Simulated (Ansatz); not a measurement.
# CH4AlNO: shift of H6 from O3 to N1, part 3 of 3

Aim: the minimum-energy path and barrier of the shift of H6 from O3 to N1. The ends are relaxed first, then joined by a nudged elastic band. SMILES of the start: N=[C](O)[AlH2].

Ansatz 0.2.0; RKS PBE-D4/STO-3G.

## (9) Dynamics from the top

It starts at the highest inner image of the first converged band: 200 steps of 0.5 fs at constant energy, with velocities drawn for 300 K.

input.yaml reads:

```yaml
crystal:
  periodic: [false, false, false]
  atoms:
    - { symbol: "N", position_ang: [0.642964, 1.177914, -0.702727] }
    - { symbol: C, position_ang: [0.326093, 0.227978, 0.267625] }
    - { symbol: O, position_ang: [1.107905, 0.647941, 1.280851] }
    - { symbol: Al, position_ang: [-0.828735, -1.315714, 0.166474] }
    - { symbol: H, position_ang: [0.049392, 1.379368, -1.571165] }
    - { symbol: H, position_ang: [1.322509, 1.589998, 0.25554] }
    - { symbol: H, position_ang: [-1.964422, -1.274388, -0.82925] }
    - { symbol: H, position_ang: [-0.563607, -2.490195, 1.076751] }
basis:
  gaussian: { orbitals: STO-3G }
hamiltonian:
  xc: pbe
  dispersion: d4
md:
  timestep: 0.5
  n_steps: 200
  ensemble: nve
  temperature: 300.0
  initial_velocities: maxwell_boltzmann
  seed: 6321
```

Command:

```bash
$ ansatz run input.yaml --threads 1 --pin off --max-ram 2048MiB --backend cpu --events-out ev --progress --plain --runs-dir out
```

Output (excerpt; [...] marks lines left out):

```text
Warning: RAYON_NUM_THREADS=1 ignored (pool sized by the plan → 1); use --threads N
[...]
Functional definition: PBE
[...]
396 factors; integrals over basis functions are off by at most 8.1e-6 eV
[...]
mean field -11084.18790411 eV, -407.3363923436 hartree, gradient 5.9e-5 eV, S^2 0.000000; 0 other end points of the search recorded, 0 dependent functions left out
[...]
reference -11084.18792383 eV, -407.3363930682 hartree; 19, 19 occupied and 9, 9 virtual orbitals, 396 factors
[...]
md step    45: t =    22.50 fs  T =  1228.4 K  F+E_penalty+E_count = -11085.03919367 eV  E_kin = 0.952673 eV  conserved = -11084.08652063 eV  (28 SCF iters, 3 dispersion substeps)
[...]
md step    59: t =    29.50 fs  T =   743.1 K  F+E_penalty+E_count = -11084.65863003 eV  E_kin = 0.576334 eV  conserved = -11084.08229575 eV  (27 SCF iters, 3 dispersion substeps)
md step    60: t =    30.00 fs  T =   765.2 K  F+E_penalty+E_count = -11084.67599093 eV  E_kin = 0.593426 eV  conserved = -11084.08256455 eV  (27 SCF iters, 3 dispersion substeps)
```

## (10) The output, continued: dynamics from the highest image of the converged band

Output, continued (excerpt; [...] marks lines left out):

```text
md step    61: t =    30.50 fs  T =   815.4 K  F+E_penalty+E_count = -11084.71546776 eV  E_kin = 0.632428 eV  conserved = -11084.08303960 eV  (27 SCF iters, 3 dispersion substeps)
[...]
md step    80: t =    40.00 fs  T =   570.5 K  F+E_penalty+E_count = -11084.52520779 eV  E_kin = 0.442430 eV  conserved = -11084.08277749 eV  (30 SCF iters, 3 dispersion substeps)
[...]
md step   118: t =    59.00 fs  T =   561.9 K  F+E_penalty+E_count = -11084.51843889 eV  E_kin = 0.435755 eV  conserved = -11084.08268438 eV  (28 SCF iters, 3 dispersion substeps)
[...]
md step   137: t =    68.50 fs  T =   818.7 K  F+E_penalty+E_count = -11084.71786383 eV  E_kin = 0.634916 eV  conserved = -11084.08294742 eV  (28 SCF iters, 3 dispersion substeps)
md step   138: t =    69.00 fs  T =   867.6 K  F+E_penalty+E_count = -11084.75589393 eV  E_kin = 0.672858 eV  conserved = -11084.08303619 eV  (27 SCF iters, 3 dispersion substeps)
```

## (11) More of the same log: dynamics from the highest image of the converged band

The log, continued (excerpt; [...] marks lines left out):

```text
md step   139: t =    69.50 fs  T =   931.8 K  F+E_penalty+E_count = -11084.80577956 eV  E_kin = 0.722656 eV  conserved = -11084.08312369 eV  (27 SCF iters, 3 dispersion substeps)
[...]
md step   154: t =    77.00 fs  T =   761.7 K  F+E_penalty+E_count = -11084.67333441 eV  E_kin = 0.590737 eV  conserved = -11084.08259773 eV  (29 SCF iters, 3 dispersion substeps)
[...]
Atom 4 at     0.971849     0.605923    -1.557829 Å, force    -0.888189    -0.723939    -0.576464 eV/Å
Atom 5 at     1.450654     1.752376    -0.656925 Å, force     0.605825     1.134984     1.155974 eV/Å
Atom 6 at    -2.387284    -1.047216     0.172683 Å, force     0.259357    -0.328467    -0.024437 eV/Å
Atom 7 at    -0.149798    -2.680265    -0.283707 Å, force    -0.721119     0.652256     0.222681 eV/Å
Dipole moment:    -0.075069    -0.442716    -0.229749 e Å
```

Wall time 3.2 min (1 thread of Intel Xeon 6975P-C (Granite Rapids), shared host); peak memory 0.089 GiB.

## (12) The trajectory

The trajectory, every 15 steps (energies from step 0):

```csv
time (fs),T (K),potential energy change (meV/atom),total energy change (meV/atom),H6–O3 (Å),H6–N1 (Å)
0.0,300,0.0,0.00,1.41,1.24
7.5,254,4.5,0.08,1.58,1.19
15.0,943,-62.3,0.04,2.03,0.99
22.5,1228,-90.3,-0.31,2.52,1.04
30.0,765,-44.9,0.19,2.70,1.13
37.5,554,-24.4,0.19,2.96,1.15
45.0,1013,-69.2,-0.14,2.78,1.04
52.5,1062,-74.0,-0.06,2.77,1.02
60.0,739,-42.5,0.03,2.71,1.07
67.5,773,-45.7,0.16,2.42,1.09
75.0,1257,-92.9,-0.10,2.71,1.09
82.5,1154,-83.0,-0.20,2.51,1.06
90.0,727,-41.4,0.04,2.26,1.03
97.5,454,-14.8,0.17,2.39,1.09
100.0,832,-51.7,-0.08,2.33,1.05
```

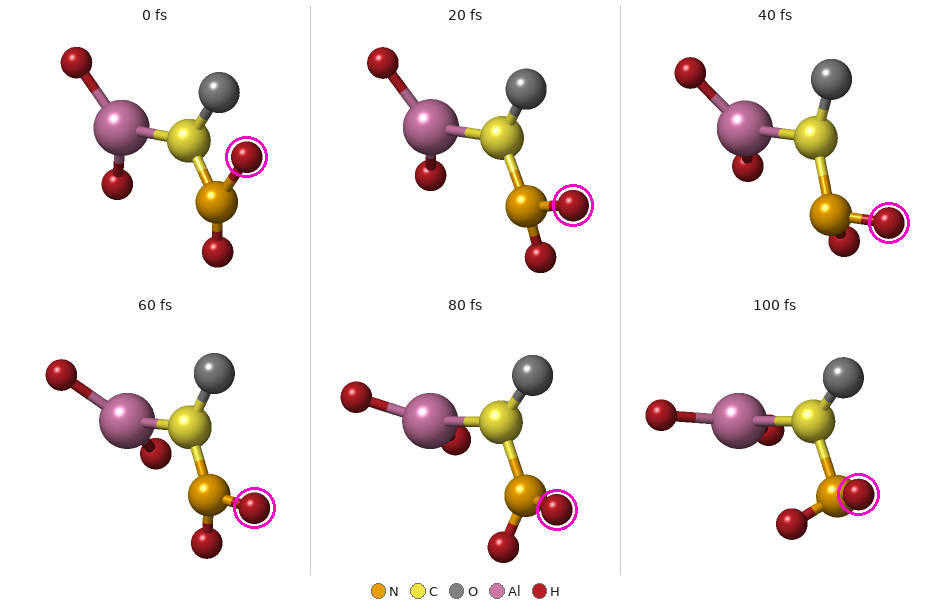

Six frames of the run, seen from a free direction. Sticks join atoms within a bonding distance in each frame.

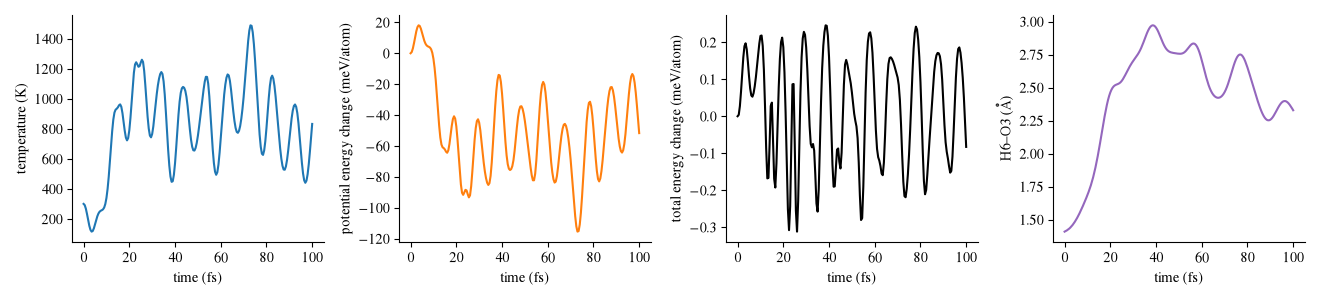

Traces against time; each panel has its own scale.

The last frame stands with the bonds of end B.

## (13) A trajectory let go at the top

It starts at the highest inner image of the first converged band: 200 steps of 0.5 fs at constant energy, with velocities drawn for 100 K.

input.yaml: that of step 9 with these lines changed.

```diff
@@ -20,4 +20,4 @@
   ensemble: nve
-  temperature: 300.0
+  temperature: 100.0
   initial_velocities: maxwell_boltzmann
-  seed: 6321
+  seed: 6322
```

Command:

```bash
$ ansatz run input.yaml --threads 1 --pin off --max-ram 2048MiB --backend cpu --events-out ev --progress --plain --runs-dir out
```

Output (excerpt; [...] marks lines left out):

```text
Warning: RAYON_NUM_THREADS=1 ignored (pool sized by the plan → 1); use --threads N
[...]
[... 1 set-up line as earlier in the session ...]
[...]
396 factors; integrals over basis functions are off by at most 8.1e-6 eV
[...]
mean field -11084.18790411 eV, -407.3363923436 hartree, gradient 5.9e-5 eV, S^2 0.000000; 0 other end points of the search recorded, 0 dependent functions left out
[...]
reference -11084.18792383 eV, -407.3363930682 hartree; 19, 19 occupied and 9, 9 virtual orbitals, 396 factors
[...]
md step    45: t =    22.50 fs  T =   899.2 K  F+E_penalty+E_count = -11084.93848154 eV  E_kin = 0.697391 eV  conserved = -11084.24109084 eV  (27 SCF iters, 3 dispersion substeps)
[...]
md step    59: t =    29.50 fs  T =   660.3 K  F+E_penalty+E_count = -11084.75072510 eV  E_kin = 0.512095 eV  conserved = -11084.23863025 eV  (29 SCF iters, 3 dispersion substeps)
md step    60: t =    30.00 fs  T =   622.7 K  F+E_penalty+E_count = -11084.72177327 eV  E_kin = 0.482949 eV  conserved = -11084.23882433 eV  (29 SCF iters, 3 dispersion substeps)
```

## (14) The output, continued: dynamics from the highest image of the converged band

Output, continued (excerpt; [...] marks lines left out):

```text
md step    61: t =    30.50 fs  T =   600.4 K  F+E_penalty+E_count = -11084.70494285 eV  E_kin = 0.465672 eV  conserved = -11084.23927036 eV  (29 SCF iters, 3 dispersion substeps)
[...]
md step    80: t =    40.00 fs  T =   657.9 K  F+E_penalty+E_count = -11084.74979613 eV  E_kin = 0.510215 eV  conserved = -11084.23958077 eV  (29 SCF iters, 3 dispersion substeps)
[...]
md step   118: t =    59.00 fs  T =   501.4 K  F+E_penalty+E_count = -11084.62753533 eV  E_kin = 0.388880 eV  conserved = -11084.23865562 eV  (27 SCF iters, 3 dispersion substeps)
[...]
md step   137: t =    68.50 fs  T =   849.4 K  F+E_penalty+E_count = -11084.89730936 eV  E_kin = 0.658766 eV  conserved = -11084.23854320 eV  (28 SCF iters, 3 dispersion substeps)
md step   138: t =    69.00 fs  T =   879.0 K  F+E_penalty+E_count = -11084.92037752 eV  E_kin = 0.681688 eV  conserved = -11084.23868938 eV  (28 SCF iters, 3 dispersion substeps)
```

## (15) More of the same log: dynamics from the highest image of the converged band

Output, continued (excerpt; [...] marks lines left out):

```text
md step   139: t =    69.50 fs  T =   927.3 K  F+E_penalty+E_count = -11084.95827453 eV  E_kin = 0.719163 eV  conserved = -11084.23911148 eV  (28 SCF iters, 3 dispersion substeps)
[...]
md step   154: t =    77.00 fs  T =   611.5 K  F+E_penalty+E_count = -11084.71323264 eV  E_kin = 0.474254 eV  conserved = -11084.23897889 eV  (28 SCF iters, 3 dispersion substeps)
[...]
Atom 4 at     0.228775     1.307204    -1.753041 Å, force    -0.394307    -0.777333     0.596408 eV/Å
Atom 5 at     1.560917     1.480463     0.927823 Å, force    -0.640357    -1.275462     0.424521 eV/Å
Atom 6 at    -2.019980    -1.600961    -0.668130 Å, force    -0.185460     0.084930    -0.186098 eV/Å
Atom 7 at    -0.374573    -2.379409     1.279657 Å, force    -0.186594     0.143006    -0.202825 eV/Å
Dipole moment:    -0.300611    -0.287272    -0.081239 e Å
```

Wall time 3 min (1 thread of Intel Xeon 6975P-C (Granite Rapids), shared host); peak memory 0.092 GiB.

## (16) What the atoms did

One step in 8; energies are changes from step 0:

```csv
time (fs),T (K),potential energy change (meV/atom),total energy change (meV/atom),H6–O3 (Å),H6–N1 (Å)
0.0,100,0.0,0.00,1.41,1.24
4.0,62,3.7,0.04,1.38,1.28
8.0,142,-4.0,0.05,1.30,1.34
12.0,567,-45.4,-0.10,1.10,1.52
16.0,850,-72.9,-0.20,1.02,1.85
20.0,726,-60.6,0.06,1.12,2.14
24.0,852,-72.7,0.14,0.98,2.25
28.0,877,-75.4,-0.06,1.11,2.31
32.0,527,-41.6,-0.20,1.04,2.36
36.0,590,-47.8,-0.27,1.04,2.52
40.0,658,-54.1,-0.05,1.12,2.67
44.0,492,-37.8,0.20,0.98,2.66
48.0,606,-49.0,0.03,1.13,2.59
52.0,696,-58.1,-0.27,1.02,2.32
56.0,463,-35.3,-0.13,1.06,2.08
60.0,650,-53.3,-0.04,1.12,2.01
64.0,746,-62.5,0.14,0.98,2.07
68.0,842,-71.8,0.06,1.12,2.18
72.0,1044,-91.8,-0.25,1.01,2.17
76.0,794,-67.5,-0.19,1.07,2.08
80.0,479,-36.8,-0.05,1.11,2.00
84.0,366,-25.7,0.06,0.98,1.99
88.0,179,-7.6,0.10,1.13,2.05
92.0,288,-18.3,-0.12,1.00,2.07
96.0,652,-53.7,-0.21,1.08,2.03
100.0,721,-60.3,-0.11,1.10,1.91
```

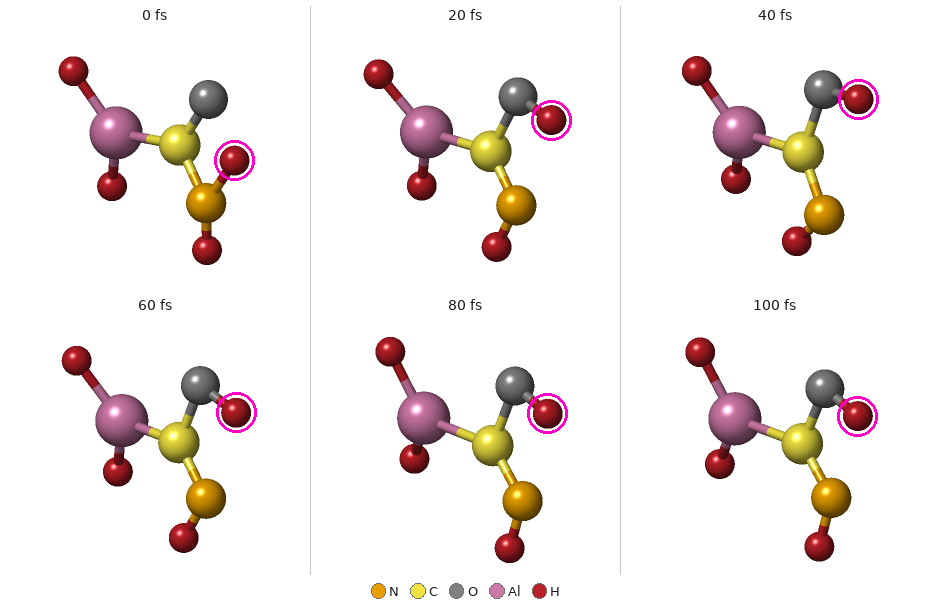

The system at six times, viewed from a free direction. Sticks join atoms within a bonding distance in each frame.

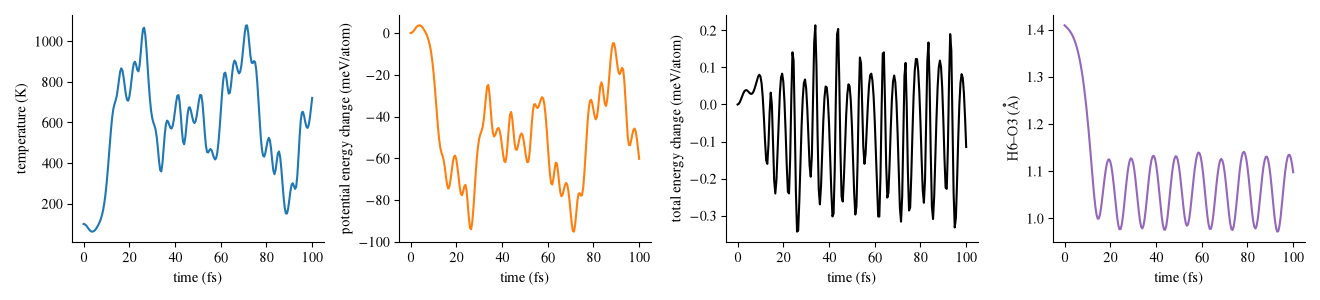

Traces against time; each panel has its own scale.

Bonds that form or break, judged by distance (formed within 1.15 times the sum of covalent radii and held on average over 12 fs, broken when stretched by half; pairs already stretched at the start don't count as bonds):

```csv
time (fs),bond,event
12.5,O3–H6,forms
```

The last frame stands with the bonds of end A.

## (17) What came out

This closing draws on all 3 parts.

| quantity | value |
| --- | --- |
| end A | 8 moves, 1.142 eV lower |
| end B | 13 moves, 1.965 eV lower |
| first band: barrier forwards | 0.94 eV |
| first band: barrier backwards | 1.14 eV |
| first band: second end relative to first | -0.196 eV |
| first band: highest image | 4 of 0 to 8, climbing |
| first band: band iterations | 18 |
| imaginary modes at the top | 1321i cm⁻¹ |
| second band | top 0.679 eV above image 0, 17 iterations, 4 inner images, none climbing |
| time, first and second band | 99 s and 47 s |
| trajectory at 300 K, after 100 fs | with the bonds of end B, at 832 K |
| trajectory at 100 K, after 100 fs | with the bonds of end A, at 721 K |

What this shows: In the first band: along this path the system climbs 0.94 eV from the first end (36 kT at 300 K). Going back costs 1.14 eV, since the second end is 0.20 eV below the first. By distance, end A alone has O3–H6 and end B alone has N1–H6. One imaginary mode, as a first-order saddle point has. The second band's top lies 264 meV below the first's, as a band that doesn't climb stops under the top. Zero-point energy and entropy are left out. Tunnelling, which matters where hydrogen moves, is missing too. Semilocal functionals tend to give barriers that are too low. In so small a basis the energies are only a sketch.
